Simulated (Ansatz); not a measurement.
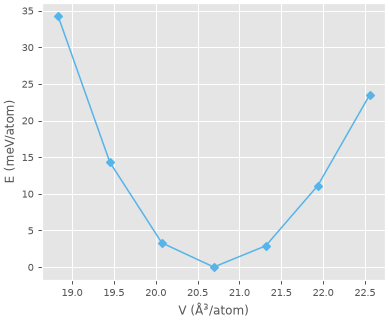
Figure. NaAg2 (cubic Laves (MgCu2 type), Fd-3m) under volume change, plane-wave PAW r²SCAN (Ansatz code), scaled uniformly.

Problem. What does a third-order Birch–Murnaghan fit give for V₀, B₀ and B′?

Solution. V₀ = 20.69 Å³/atom, B₀ = 53.8 GPa, B′ = 5.3.

The workflow started from an entry of the Crystallography Open Database (COD). Its standing as an ambient phase is unchecked. The cell was relaxed with r²SCAN under the symmetry of its start; whether a distortion lowers the energy is not shown. The run is not spin-polarised.

Potentials: the later of the program's two PAW sets.
